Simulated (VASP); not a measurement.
## NaSrLiS2 with PBE: from relaxation to properties

What structure does NaSrLiS2 take at this level, and what are its properties? The steps: rough relaxation of the start cell, relaxing cell and atoms (PBE), single point with fields (PBE), bands along the symmetry lines (PBE), density of states (PBE), bands along the symmetry lines (HSE06), dielectric tensor and Born charges (PBE), elastic constants (PBE) and elastic tensor by finite strains (PBE). The cell is invented: it takes the structure of a Materials Project entry for NaLiCdS2 (space group 156 there), with some of its atoms replaced by other elements, volume scaled by an estimate. It may not be a known or stable phase. Left out of this account: 1 further run (vcrelax: its dispersion library returned no energy). The atoms of the start are displaced at random from the sites of a P3m1 cell.

Program: VASP 6.6.1. Level of theory: PBE; plane waves and PAW (Sr_sv, S, Na_pv, Li_sv), in the first sound run; inputs show where later runs differ. Results are calculated unless marked as measured.

## (1) The structure

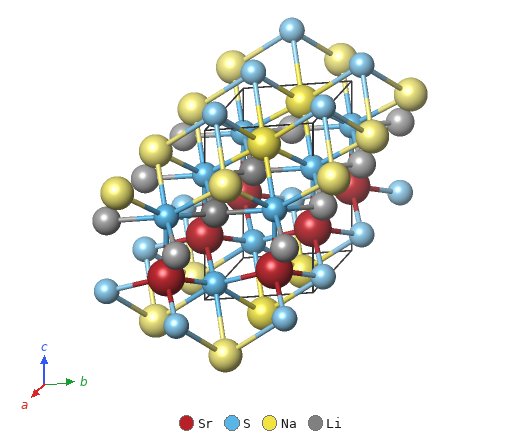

The cell as given, from a free direction (strontium red, sulfur blue, sodium yellow, lithium grey). 2×1×1 cells are drawn. Some periodic images of atoms are drawn too.

As a file:

```
Sr S Na Li
1.0
     4.21556    0.00000    0.00000
    -2.10778    3.65078    0.00000
     0.00000    0.00000    7.14068
Sr S Na Li
1 2 1 1
Direct
  0.00034 0.99878 0.38084
  0.66467 0.32964 0.24442
  0.00271 0.00144 0.73871
  0.33259 0.66568 0.97400
  0.66338 0.32911 0.65947
```

## (2) Rough relaxation of the start cell

The start is only an estimate, so a cheap relaxation brings it near a minimum before any careful run. PBE, the usual starting point, adds the gradient of the density.

Input file INCAR:

```
SYSTEM = NaSrLiS2
PREC = Normal
ENCUT = 650
EDIFF = 1E-05
NELM = 60
ISMEAR = 0
SIGMA = 0.05
LREAL = .FALSE.
ALGO = Fast
GGA = PE
NBANDS = 22
LORBIT = 11
LWAVE = .FALSE.
LCHARG = .FALSE.
KPAR = 2
IBRION = 2
NSW = 40
ISIF = 3
EDIFFG = -0.04
```

Input file POSCAR:

```
NaSrLiS2
1.0
    4.2155560000      0.0000000000      0.0000000000
   -2.1077780000      3.6507780000      0.0000000000
    0.0000000000      0.0000000000      7.1406780000
Sr S Na Li
1 2 1 1
Direct
    0.0003360000     -0.0012190000      0.3808380000
    0.6646690000      0.3296360000      0.2444200000
    0.0027080000      0.0014420000      0.7387060000
    0.3325860000      0.6656790000      0.9739960000
    0.6633820000      0.3291100000      0.6594680000
```

Input file KPOINTS:

```
Automatic mesh
0
Gamma
5 5 3
0 0 0
```

Potentials, in the order of the species: Sr_sv, S, Na_pv and Li_sv (PBE family, release 64).

Started as:

```bash
$ mpirun -np 2 vasp_std
```

Output:

```text
[banner, memory and clock lines left out]
running    2 mpi-ranks, on    1 nodes
 distrk:  each k-point on    1 cores,    2 groups
 distr:  one band on    1 cores,    1 groups

 POSCAR found type information on POSCAR SrS NaLi
 POSCAR found :  4 types and       5 ions
 LDA part: xc-table for (Slater+PW92), standard interpolation
 POSCAR, INCAR and KPOINTS ok, starting setup
 FFT: planning ... GRIDC
 FFT: planning ... GRID_SOFT
 FFT: planning ... GRID
 WAVECAR not read
 entering main loop
       N       E                     dE             d eps       ncg     rms          rms(c)
DAV:   1     0.281920343917E+03    0.28192E+03   -0.16757E+04  1672   0.167E+03
DAV:   2     0.124688467529E+02   -0.26945E+03   -0.25311E+03  1744   0.391E+02
DAV:   3    -0.183835318666E+02   -0.30852E+02   -0.30291E+02  2738   0.111E+02
DAV:   4    -0.206216915148E+02   -0.22382E+01   -0.22204E+01  2736   0.257E+01
DAV:   5    -0.207879248537E+02   -0.16623E+00   -0.16621E+00  2556   0.514E+00    0.317E+01
RMM:   6    -0.194383205423E+02    0.13496E+01   -0.22737E+00  1771   0.568E+00    0.193E+01
RMM:   7    -0.194410100010E+02   -0.26895E-02   -0.32029E+00  2075   0.623E+00    0.268E+00
RMM:   8    -0.193407877390E+02    0.10022E+00   -0.41168E-01  1900   0.333E+00    0.733E-01
RMM:   9    -0.193435155781E+02   -0.27278E-02   -0.36826E-02  2316   0.150E+00    0.333E-01
RMM:  10    -0.193453457446E+02   -0.18302E-02   -0.15661E-02  2537   0.887E-01    0.930E-02
RMM:  11    -0.193465275030E+02   -0.11818E-02   -0.10329E-02  2558   0.675E-01    0.111E-01
RMM:  12    -0.193469990961E+02   -0.47159E-03   -0.55835E-03  2451   0.543E-01    0.640E-02
RMM:  13    -0.193474652086E+02   -0.46611E-03   -0.52261E-03  2293   0.476E-01    0.336E-02
RMM:  14    -0.193478291936E+02   -0.36399E-03   -0.40473E-03  2216   0.435E-01    0.170E-02
RMM:  15    -0.193481813156E+02   -0.35212E-03   -0.38321E-03  2126   0.404E-01    0.280E-02
RMM:  16    -0.193484656719E+02   -0.28436E-03   -0.31403E-03  2097   0.379E-01    0.256E-02
RMM:  17    -0.193487344887E+02   -0.26882E-03   -0.29947E-03  2018   0.357E-01    0.345E-02
RMM:  18    -0.193489567051E+02   -0.22222E-03   -0.24920E-03  1999   0.340E-01    0.391E-02
RMM:  19    -0.193491754948E+02   -0.21879E-03   -0.24392E-03  1947   0.323E-01    0.441E-02
RMM:  20    -0.193493522474E+02   -0.17675E-03   -0.20275E-03  1922   0.308E-01    0.460E-02
RMM:  21    -0.193495283688E+02   -0.17612E-03   -0.20002E-03  1878   0.293E-01    0.501E-02
RMM:  22    -0.193496736138E+02   -0.14524E-03   -0.16756E-03  1831   0.281E-01    0.532E-02
RMM:  23    -0.193498210074E+02   -0.14739E-03   -0.16834E-03  1822   0.269E-01    0.579E-02
RMM:  24    -0.193499402166E+02   -0.11921E-03   -0.13994E-03  1757   0.257E-01    0.609E-02
RMM:  25    -0.193500597459E+02   -0.11953E-03   -0.13910E-03  1735   0.247E-01    0.650E-02
RMM:  26    -0.193501620373E+02   -0.10229E-03   -0.12060E-03  1734   0.238E-01    0.686E-02
RMM:  27    -0.193502619092E+02   -0.99872E-04   -0.11778E-03  1706   0.229E-01    0.724E-02
RMM:  28    -0.193503457828E+02   -0.83874E-04   -0.10045E-03  1689   0.221E-01    0.754E-02
RMM:  29    -0.193504298837E+02   -0.84101E-04   -0.10005E-03  1707   0.213E-01    0.789E-02
RMM:  30    -0.193505054958E+02   -0.75612E-04   -0.88763E-04  1785   0.206E-01    0.838E-02
RMM:  31    -0.193505799760E+02   -0.74480E-04   -0.86205E-04  1794   0.200E-01    0.905E-02
RMM:  32    -0.193506417349E+02   -0.61759E-04   -0.76243E-04  1728   0.193E-01    0.927E-02
RMM:  33    -0.193507011838E+02   -0.59449E-04   -0.74233E-04  1658   0.186E-01    0.944E-02
RMM:  34    -0.193507546164E+02   -0.53433E-04   -0.66890E-04  1652   0.181E-01    0.964E-02
RMM:  35    -0.193508051063E+02   -0.50490E-04   -0.63299E-04  1625   0.175E-01    0.986E-02
RMM:  36    -0.193508510702E+02   -0.45964E-04   -0.57742E-04  1642   0.170E-01    0.101E-01
WARNING in EDDRMM: call to ZHEGV failed, returncode =   8  4      6
RMM:  37    -0.193508943941E+02   -0.43324E-04   -0.55159E-04  1629   0.165E-01    0.103E-01
RMM:  38    -0.193509328133E+02   -0.38419E-04   -0.50040E-04  1604   0.160E-01    0.105E-01
RMM:  39    -0.193509693466E+02   -0.36533E-04   -0.47618E-04  1615   0.156E-01    0.107E-01
RMM:  40    -0.193510030827E+02   -0.33736E-04   -0.44359E-04  1614   0.152E-01    0.109E-01
RMM:  41    -0.193510338258E+02   -0.30743E-04   -0.40999E-04  1586   0.147E-01    0.111E-01
RMM:  42    -0.193510629029E+02   -0.29077E-04   -0.38912E-04  1611   0.144E-01    0.112E-01
RMM:  43    -0.193510891189E+02   -0.26216E-04   -0.35740E-04  1591   0.140E-01    0.114E-01
RMM:  44    -0.193511142467E+02   -0.25128E-04   -0.34230E-04  1601   0.137E-01    0.116E-01
RMM:  45    -0.193511372659E+02   -0.23019E-04   -0.31852E-04  1570   0.133E-01    0.117E-01
WARNING in EDDRMM: call to ZHEGV failed, returncode =   6  3      7
RMM:  46    -0.193511581292E+02   -0.20863E-04   -0.29636E-04  1586   0.131E-01    0.119E-01
RMM:  47    -0.193511758733E+02   -0.17744E-04   -0.26292E-04  1565   0.127E-01    0.120E-01
RMM:  48    -0.193511909661E+02   -0.15093E-04   -0.23459E-04  1572   0.125E-01    0.121E-01
RMM:  49    -0.193512059569E+02   -0.14991E-04   -0.23067E-04  1567   0.123E-01    0.123E-01
RMM:  50    -0.193512176709E+02   -0.11714E-04   -0.19631E-04  1556   0.120E-01    0.124E-01
RMM:  51    -0.193512297685E+02   -0.12098E-04   -0.19904E-04  1562   0.118E-01    0.125E-01
RMM:  52    -0.193512404783E+02   -0.10710E-04   -0.17221E-04  1650   0.117E-01    0.127E-01
RMM:  53    -0.193512499047E+02   -0.94264E-05   -0.17525E-04  1547   0.114E-01    0.128E-01
WARNING in EDDRMM: call to ZHEGV failed, returncode =   6  3      7
RMM:  54    -0.193512560922E+02   -0.61875E-05   -0.14756E-04  1534   0.113E-01    0.128E-01
RMM:  55    -0.193512630458E+02   -0.69537E-05   -0.15325E-04  1535   0.111E-01    0.127E-01
RMM:  56    -0.193512847605E+02   -0.21715E-04   -0.14873E-04  1870   0.113E-01    0.140E-01
RMM:  57    -0.193512872112E+02   -0.24506E-05   -0.12291E-04  1581   0.109E-01    0.140E-01
RMM:  58    -0.193512919965E+02   -0.47853E-05   -0.12332E-04  1636   0.108E-01    0.142E-01
RMM:  59    -0.193512965534E+02   -0.45569E-05   -0.11282E-04  1609   0.106E-01    0.145E-01
RMM:  60    -0.193513004248E+02   -0.38714E-05   -0.11660E-04  1561   0.105E-01
|                                                                             |
|           W    W    AA    RRRRR   N    N  II  N    N   GGGG   !!!           |
|           W    W   A  A   R    R  NN   N  II  NN   N  G    G  !!!           |
|           W    W  A    A  R    R  N N  N  II  N N  N  G       !!!           |
|           W WW W  AAAAAA  RRRRR   N  N N  II  N  N N  G  GGG   !            |
[...]
1 F= -.19351300E+02 E0= -.19351300E+02  d E =-.193513E+02
 curvature:   0.00 expect dE= 0.000E+00 dE for cont linesearch  0.000E+00
 trial: gam= 0.00000 g(F)=  0.300E+00 g(S)=  0.106E+01 ort = 0.000E+00 (trialstep = 0.100E+01)
 search vector abs. value=  0.136E+01
 bond charge predicted
       N       E                     dE             d eps       ncg     rms          rms(c)
DAV:   1    -0.237674014803E+02   -0.44161E+01   -0.12495E+02  1942   0.105E+02    0.180E+01
RMM:   2    -0.206484801605E+02    0.31189E+01   -0.73371E+00  1873   0.206E+01    0.919E+00
RMM:   3    -0.200996942399E+02    0.54879E+00   -0.29670E+00  2095   0.117E+01    0.809E+00
RMM:   4    -0.199303581503E+02    0.16934E+00   -0.45679E-01  2231   0.564E+00    0.289E+00
RMM:   5    -0.199184103482E+02    0.11948E-01   -0.28661E-01  2262   0.371E+00    0.597E-01
RMM:   6    -0.199222323097E+02   -0.38220E-02   -0.75870E-02  2636   0.226E+00    0.487E-01
RMM:   7    -0.199266401480E+02   -0.44078E-02   -0.46115E-02  2626   0.141E+00    0.381E-01
RMM:   8    -0.199281868525E+02   -0.15467E-02   -0.18672E-02  2745   0.110E+00    0.186E-01
RMM:   9    -0.199298571334E+02   -0.16703E-02   -0.17026E-02  2689   0.887E-01    0.149E-01
RMM:  10    -0.199310199967E+02   -0.11629E-02   -0.11763E-02  2677   0.803E-01    0.161E-01
RMM:  11    -0.199320584744E+02   -0.10385E-02   -0.10763E-02  2663   0.712E-01    0.172E-01
RMM:  12    -0.199328421403E+02   -0.78367E-03   -0.78007E-03  2630   0.655E-01    0.208E-01
RMM:  13    -0.199333783317E+02   -0.53619E-03   -0.71784E-03  2618   0.602E-01    0.948E-02
RMM:  14    -0.199338579007E+02   -0.47957E-03   -0.56600E-03  2614   0.556E-01    0.468E-02
RMM:  15    -0.199343518603E+02   -0.49396E-03   -0.54917E-03  2588   0.516E-01    0.397E-02
RMM:  16    -0.199347378083E+02   -0.38595E-03   -0.44395E-03  2584   0.484E-01    0.297E-02
RMM:  17    -0.199351301817E+02   -0.39237E-03   -0.44245E-03  2533   0.455E-01    0.288E-02
RMM:  18    -0.199354436191E+02   -0.31344E-03   -0.36312E-03  2532   0.431E-01    0.257E-02
RMM:  19    -0.199357643348E+02   -0.32072E-03   -0.36666E-03  2449   0.406E-01    0.259E-02
RMM:  20    -0.199360246569E+02   -0.26032E-03   -0.30440E-03  2430   0.387E-01    0.253E-02
RMM:  21    -0.199362914344E+02   -0.26678E-03   -0.30937E-03  2365   0.368E-01    0.226E-02
RMM:  22    -0.199365108401E+02   -0.21941E-03   -0.25809E-03  2336   0.352E-01    0.197E-02
RMM:  23    -0.199367361508E+02   -0.22531E-03   -0.26472E-03  2297   0.336E-01    0.223E-02
RMM:  24    -0.199369236362E+02   -0.18749E-03   -0.22165E-03  2273   0.330E-01    0.154E-02
RMM:  25    -0.199371205978E+02   -0.19696E-03   -0.23205E-03  2242   0.312E-01    0.887E-03
RMM:  26    -0.199372788113E+02   -0.15821E-03   -0.18894E-03  2139   0.300E-01    0.718E-03
RMM:  27    -0.199374508089E+02   -0.17200E-03   -0.20185E-03  2086   0.287E-01    0.962E-03
RMM:  28    -0.199375864545E+02   -0.13565E-03   -0.16368E-03  2021   0.277E-01    0.100E-02
RMM:  29    -0.199377356358E+02   -0.14918E-03   -0.17655E-03  2011   0.267E-01    0.121E-02
RMM:  30    -0.199378580141E+02   -0.12238E-03   -0.14788E-03  1978   0.258E-01    0.118E-02
[...]
RMM:  49    -0.199392274469E+02   -0.42477E-04   -0.53190E-04  1736   0.152E-01    0.374E-02
RMM:  50    -0.199392588796E+02   -0.31433E-04   -0.41481E-04  1730   0.149E-01    0.378E-02
RMM:  51    -0.199392968616E+02   -0.37982E-04   -0.47554E-04  1740   0.145E-01    0.393E-02
RMM:  52    -0.199393248205E+02   -0.27959E-04   -0.37181E-04  1711   0.142E-01    0.398E-02
RMM:  53    -0.199393582691E+02   -0.33449E-04   -0.42303E-04  1710   0.139E-01    0.411E-02
RMM:  54    -0.199393833148E+02   -0.25046E-04   -0.33356E-04  1719   0.137E-01    0.415E-02
RMM:  55    -0.199394127726E+02   -0.29458E-04   -0.37650E-04  1683   0.133E-01    0.427E-02
RMM:  56    -0.199394354270E+02   -0.22654E-04   -0.30372E-04  1727   0.131E-01    0.434E-02
RMM:  57    -0.199394618808E+02   -0.26454E-04   -0.33685E-04  1699   0.128E-01    0.452E-02
RMM:  58    -0.199394819493E+02   -0.20068E-04   -0.27281E-04  1697   0.126E-01    0.461E-02
RMM:  59    -0.199395060177E+02   -0.24068E-04   -0.31073E-04  1677   0.123E-01    0.471E-02
RMM:  60    -0.199395236194E+02   -0.17602E-04   -0.24259E-04  1701   0.121E-01
|                                                                             |
|           W    W    AA    RRRRR   N    N  II  N    N   GGGG   !!!           |
|           W    W   A  A   R    R  NN   N  II  NN   N  G    G  !!!           |
|           W    W  A    A  R    R  N N  N  II  N N  N  G       !!!           |
|           W WW W  AAAAAA  RRRRR   N  N N  II  N  N N  G  GGG   !            |
|           WW  WW  A    A  R   R   N   NN  II  N   NN  G    G                |
|           W    W  A    A  R    R  N    N  II  N    N   GGGG   !!!           |
|                                                                             |
|     The electronic self-consistency was not achieved in the given           |
|     number of steps (NELM). The forces and other quantities evaluated       |
|     might not be reliable so examine the results carefully. If you find     |
|     spurious results, we suggest increasing NELM, if you were close to      |
|     convergence or switching to a different ALGO or adjusting the           |
|     density mixing parameters otherwise.                                    |
|                                                                             |

   2 F= -.19939524E+02 E0= -.19939524E+02  d E =-.588223E+00
[... from here on, the cycles between the ionic steps are left out ...]
   3 F= -.19940661E+02 E0= -.19940661E+02  d E =-.589361E+00
   4 F= -.19973081E+02 E0= -.19973081E+02  d E =-.324200E-01
   5 F= -.20003189E+02 E0= -.20003189E+02  d E =-.625283E-01
   6 F= -.20021862E+02 E0= -.20021862E+02  d E =-.186725E-01
   7 F= -.20067199E+02 E0= -.20067199E+02  d E =-.640102E-01
   8 F= -.20113774E+02 E0= -.20113774E+02  d E =-.110585E+00
[...]
WARNING in EDDRMM: call to ZHEGV failed, returncode =   6  3      6
   9 F= -.20117637E+02 E0= -.20117637E+02  d E =-.114448E+00
[...]
WARNING in EDDRMM: call to ZHEGV failed, returncode =   6  3      6
  10 F= -.20145104E+02 E0= -.20145104E+02  d E =-.274675E-01
  11 F= -.20177777E+02 E0= -.20177777E+02  d E =-.601404E-01
  12 F= -.20179262E+02 E0= -.20179262E+02  d E =-.616249E-01
[...]
WARNING in EDDRMM: call to ZHEGV failed, returncode =   8  4      5
  13 F= -.20202297E+02 E0= -.20202297E+02  d E =-.230350E-01
  14 F= -.20210075E+02 E0= -.20210075E+02  d E =-.308131E-01
  15 F= -.20210376E+02 E0= -.20210376E+02  d E =-.311144E-01
  16 F= -.20219487E+02 E0= -.20219487E+02  d E =-.911090E-02
  17 F= -.20222674E+02 E0= -.20222674E+02  d E =-.122979E-01
  18 F= -.20227063E+02 E0= -.20227063E+02  d E =-.438859E-02
[...]
WARNING in EDDRMM: call to ZHEGV failed, returncode =   6  3     10
  19 F= -.20227665E+02 E0= -.20227665E+02  d E =-.499129E-02
  20 F= -.20227715E+02 E0= -.20227715E+02  d E =-.504051E-02
 curvature:  -2.01 expect dE=-0.545E-03 dE for cont linesearch -0.251E-06
 trial: gam= 0.09690 g(F)=  0.222E-03 g(S)=  0.492E-04 ort =-0.244E-04 (trialstep = 0.211E+01)
 search vector abs. value=  0.311E-03
 bond charge predicted
       N       E                     dE             d eps       ncg     rms          rms(c)
DAV:   1    -0.202284269686E+02   -0.71558E-03   -0.10434E-01  2040   0.209E+00    0.239E-01
RMM:   2    -0.202282470125E+02    0.17996E-03   -0.25052E-03  1889   0.355E-01    0.111E-01
RMM:   3    -0.202281595962E+02    0.87416E-04   -0.64694E-04  2281   0.189E-01    0.462E-02
RMM:   4    -0.202281522764E+02    0.73197E-05   -0.16215E-04  2342   0.106E-01    0.221E-02
RMM:   5    -0.202281559239E+02   -0.36475E-05   -0.67700E-05  1991   0.613E-02
  21 F= -.20228156E+02 E0= -.20228156E+02  d E =-.441394E-03
 trial-energy change:   -0.000441  1 .order   -0.000414   -0.000569   -0.000259
 step:   3.8826(harm=  3.8826)  dis= 0.00500  next Energy=   -20.228236 (dE=-0.522E-03)
 reached required accuracy - stopping structural energy minimisation
```

Run time: 8.2 min. Hardware: 2 MPI ranks of Intel Xeon 6975P-C (Granite Rapids), shared host; peak memory 0.57 GiB; 16 min of CPU time.

The logs omit lines about the potential files and the build; timing stands in the text.

[end of part 1 of 7]

[Lines on the potential files, build, host, timing and source positions are cut from VASP's logs without a mark.]

[Logs are printed without paths, hosts, clocks, repeated set-up lines and the standing remarks that a program may print on its own settings, such as how far it seeks lower states.]

[Hosts, paths, dates, database ids (printed as entryN), source tags and the programs' standing remarks are cut or masked in the printed files.]

[A measured line is paired with the nearest computed mode of its activity, which favours agreement.]
